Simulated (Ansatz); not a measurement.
```yaml
atoms:
  - { symbol: Sn, position_ang: [-0.2512, -1.2689, -0.9277] }
  - { symbol: Te, position_ang: [-1.1249, 1.1860, 0.0481] }
  - { symbol: Te, position_ang: [1.3761, 0.0830, 0.8795] }
```

Geometry: PBE-D4/def2-SVP; core potentials replace the inner electrons of Sn and Te.

All numbers below come from RKS PBE0-D4/def2-TZVP (Ansatz).

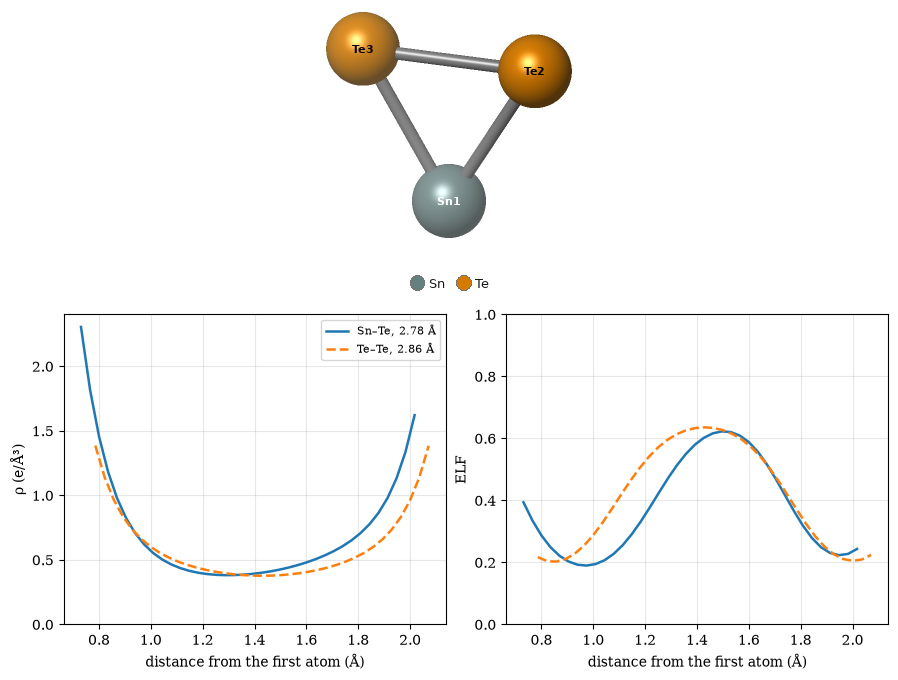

SnTe$_{2}$. Electron density and ELF along straight lines between neighbouring atoms. The curves leave out the atomic cores. The structure is drawn too.

**What can be read from the curves?**

Sn–Te (2.78 Å): ρ is about 0.39 e/Å³ halfway; the ELF peaks at about 0.60 in the valence shell of Te, 1.3 Å from its nucleus, and drops to about 0.20 between the two atoms.
Te–Te (2.86 Å): ρ at the midpoint is about 0.38 e/Å³; the ELF peaks at about 0.65 between the atoms.
